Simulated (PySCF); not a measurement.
# Single-point calculation of GaP (charge +1)

- system: GaP, charge +1, multiplicity 4
- method: UHF/pcseg-1, mp2 (PySCF 2.14.0)

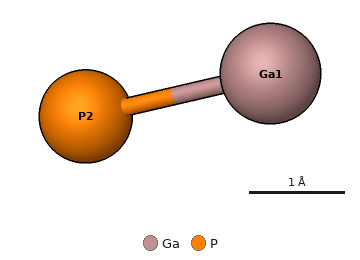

**Figure 1.** The structure as given in the input (ball-and-stick view, seen at a tilt; atoms are numbered from 1 in the order of the input). Sticks mark near contacts. Bond lengths as drawn: Ga–P 2.25 Å.

Summary:

| quantity | value |
| --- | --- |
| outcome | converged |
| SCF energy | −2263.417772 hartree |
| ⟨S²⟩ | 3.782 |
| hardware | 1 CPU thread, shared host |
| wall time | 1.8 s |

The input:
```python
from pyscf import gto, scf, mp

mol = gto.M(
    atom='Ga 0 0 0; P 0 0 2.252',
    basis='pcseg-1',
    charge=1,
    spin=3,
    symmetry=True,
    verbose=4,
)
mf = scf.UHF(mol)
mf.kernel()
mp.MP2(mf, frozen=15).kernel()
mf.dip_moment()
print('orbital energies (hartree):', [e[max(0, n-3):n+3].round(4) for e, n in zip(mf.mo_energy, mol.nelec)])
```

Launched with:
```bash
python input.py
```

Log:
```
PySCF version 2.14.0

[INPUT] verbose = 4
[INPUT] num. atoms = 2
[INPUT] num. electrons = 45
[INPUT] charge = 1
[INPUT] spin (= nelec alpha-beta = 2S) = 3
[INPUT] symmetry True subgroup None
[INPUT] Mole.unit = angstrom
[INPUT] Symbol           X                Y                Z      unit          X                Y                Z       unit  Magmom
[INPUT]  1 Ga     0.000000000000   0.000000000000   0.000000000000 AA    0.000000000000   0.000000000000   0.000000000000 Bohr   0.0
[INPUT]  2 P      0.000000000000   0.000000000000   2.252000000000 AA    0.000000000000   0.000000000000   4.255663232521 Bohr   0.0

nuclear repulsion = 109.266164776998
point group symmetry = Coov
symmetry origin: [0.         0.         1.38771627]
symmetry axis x: [1. 0. 0.]
symmetry axis y: [0. 1. 0.]
symmetry axis z: [0. 0. 1.]
num. orbitals of irrep A1 = 19
num. orbitals of irrep E1x = 10
num. orbitals of irrep E1y = 10
num. orbitals of irrep E2x = 3
num. orbitals of irrep E2y = 3
number of shells = 6
number of NR pGTOs = 126
number of NR cGTOs = 45
basis = pcseg-1
ecp = {}

******** <class 'pyscf.scf.uhf_symm.SymAdaptedUHF'> ********
method = SymAdaptedUHF
initial guess = minao
damping factor = 0
level_shift factor = 0
DIIS = <class 'pyscf.scf.diis.CDIIS'>
diis_start_cycle = 1
diis_space = 8
diis_damp = 0
SCF conv_tol = 1e-09
SCF conv_tol_grad = None
SCF max_cycles = 50
direct_scf = True
direct_scf_tol = 1e-13
number electrons alpha = 24  beta = 21
Freeze 0 electrons in irreps []
    45 free electrons in irreps A1 E1x E1y E2x E2y
Set gradient conv threshold to 3.16228e-05
init E= -2262.95836194923
alpha HOMO (A1) = -0.146561915715886  LUMO (E1x) = 0.0342881043115163
beta  HOMO (A1) = -0.42235864726008  LUMO (E1x) = -0.197035530762994

WARN: HOMO -0.146561915715886 >= LUMO -0.197035530762994

WARN: alpha-A1 HOMO -0.146561915715886 > system LUMO -0.197035530762994

WARN: alpha-E1x HOMO -0.197035530762994 > system LUMO -0.197035530762994

WARN: alpha-E1y HOMO -0.197035530762994 > system LUMO -0.197035530762994

WARN: beta-A1 LUMO -0.146561915715886 < system HOMO -0.146561915715886

WARN: beta-E1x LUMO -0.197035530762994 < system HOMO -0.146561915715886

WARN: beta-E1y LUMO -0.197035530762994 < system HOMO -0.146561915715886

cycle= 1 E= -2263.36503289035  delta_E= -0.407  |g|= 0.195  |ddm|= 1.32
alpha HOMO (A1) = -0.59240020938927  LUMO (E1x) = -0.211805901961317
beta  HOMO (A1) = -0.664234970455105  LUMO (A1) = -0.285984523876132
  HOMO = -0.592400209389  LUMO = -0.285984523876  gap/eV = 8.33800
cycle= 2 E= -2263.41244680981  delta_E= -0.0474  |g|= 0.0571  |ddm|= 0.607
alpha HOMO (A1) = -0.568717602588069  LUMO (E1x) = -0.183286068791589
beta  HOMO (A1) = -0.620290931819125  LUMO (A1) = -0.238282312800433
  HOMO = -0.568717602588  LUMO = -0.2382823128  gap/eV = 8.99160
cycle= 3 E= -2263.41635315462  delta_E= -0.00391  |g|= 0.0226  |ddm|= 0.149
alpha HOMO (A1) = -0.571079103568769  LUMO (E1x) = -0.175766793254614
beta  HOMO (A1) = -0.617528248489481  LUMO (A1) = -0.227108770292609
  HOMO = -0.571079103569  LUMO = -0.227108770293  gap/eV = 9.35991
cycle= 4 E= -2263.41758897519  delta_E= -0.00124  |g|= 0.00744  |ddm|= 0.0944
alpha HOMO (A1) = -0.573214069068764  LUMO (E1x) = -0.176180207088244
beta  HOMO (A1) = -0.618798291582158  LUMO (A1) = -0.225664149421801
  HOMO = -0.573214069069  LUMO = -0.225664149422  gap/eV = 9.45732
cycle= 5 E= -2263.41774577964  delta_E= -0.000157  |g|= 0.00211  |ddm|= 0.035
alpha HOMO (A1) = -0.57333341986549  LUMO (E1x) = -0.175975565151905
beta  HOMO (A1) = -0.619263621204977  LUMO (A1) = -0.225384008261015
  HOMO = -0.573333419865  LUMO = -0.225384008261  gap/eV = 9.46819
cycle= 6 E= -2263.41776066258  delta_E= -1.49e-05  |g|= 0.00122  |ddm|= 0.00856
alpha HOMO (A1) = -0.573365053181486  LUMO (E1x) = -0.176143101357788
beta  HOMO (A1) = -0.619484862082893  LUMO (A1) = -0.225340573232135
  HOMO = -0.573365053181  LUMO = -0.225340573232  gap/eV = 9.47023
cycle= 7 E= -2263.4177674963  delta_E= -6.83e-06  |g|= 0.000706  |ddm|= 0.00697
alpha HOMO (A1) = -0.57335429626248  LUMO (E1x) = -0.176271669215904
beta  HOMO (A1) = -0.61967172732717  LUMO (A1) = -0.225410913141315
  HOMO = -0.573354296262  LUMO = -0.225410913141  gap/eV = 9.46802
cycle= 8 E= -2263.41777118872  delta_E= -3.69e-06  |g|= 0.000297  |ddm|= 0.00723
alpha HOMO (A1) = -0.573426602554752  LUMO (E1x) = -0.1763768617282
beta  HOMO (A1) = -0.619728481944491  LUMO (A1) = -0.225455902965902
  HOMO = -0.573426602555  LUMO = -0.225455902966  gap/eV = 9.46877
cycle= 9 E= -2263.41777186913  delta_E= -6.8e-07  |g|= 0.0001  |ddm|= 0.00339
alpha HOMO (A1) = -0.573446081274534  LUMO (E1x) = -0.176399785357801
beta  HOMO (A1) = -0.619764030342278  LUMO (A1) = -0.225463648237604
  HOMO = -0.573446081275  LUMO = -0.225463648238  gap/eV = 9.46908
cycle= 10 E= -2263.41777193352  delta_E= -6.44e-08  |g|= 2.52e-05  |ddm|= 0.00111
alpha HOMO (A1) = -0.573450093085946  LUMO (E1x) = -0.17640389046782
beta  HOMO (A1) = -0.619776364587104  LUMO (A1) = -0.225460109648525
  HOMO = -0.573450093086  LUMO = -0.225460109649  gap/eV = 9.46929
cycle= 11 E= -2263.41777193569  delta_E= -2.17e-09  |g|= 5.69e-06  |ddm|= 0.000175
alpha HOMO (A1) = -0.573450933537674  LUMO (E1x) = -0.176403989394124
beta  HOMO (A1) = -0.619780112199053  LUMO (A1) = -0.225459796849447
  HOMO = -0.573450933538  LUMO = -0.225459796849  gap/eV = 9.46932
cycle= 12 E= -2263.41777193578  delta_E= -8.28e-11  |g|= 1.32e-06  |ddm|= 3.16e-05
```

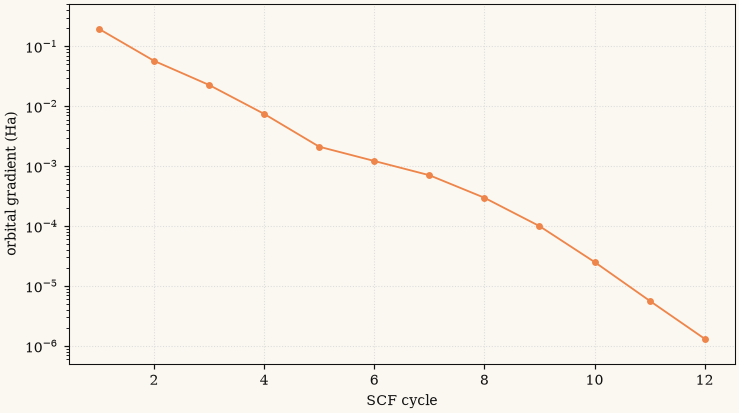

**Figure 2.** Convergence of the self-consistent field: orbital gradient against the SCF cycle. The residual falls at every step.

```
alpha HOMO (A1) = -0.573451051558027  LUMO (E1x) = -0.17640414338822
beta  HOMO (A1) = -0.619780498126098  LUMO (A1) = -0.225459905678777
  HOMO = -0.573451051558  LUMO = -0.225459905679  gap/eV = 9.46932
Extra cycle  E= -2263.41777193577  delta_E= 3.18e-12  |g|= 6.99e-07  |ddm|= 3.71e-06
converged SCF energy = -2263.41777193577  <S^2> = 3.7817522  2S+1 = 4.0158447

******** <class 'pyscf.mp.ump2.UMP2'> ********
nocc = (np.int64(9), np.int64(6)), nmo = (30, 30)
frozen orbitals 15
E(UMP2) = -2263.51964985689  E_corr = -0.101877921118798
E(SCS-UMP2) = -2263.51896610177  E_corr = -0.101194165996993
E_corr(same-spin) = -0.0242992377064205
E_corr(oppo-spin) = -0.0775786834123776

WARN: System has nonzero charge 1; the dipole moment is origin-dependent.
Location of origin: [0. 0. 0.]

Dipole moment(X, Y, Z, Debye):  0.00000,  0.00000,  2.79847
orbital energies (hartree): [array([-0.6204, -0.6204, -0.5735, -0.1764, -0.1764, -0.071 ]), array([-1.4897, -0.8754, -0.6198, -0.2255, -0.2178, -0.2178])]
```
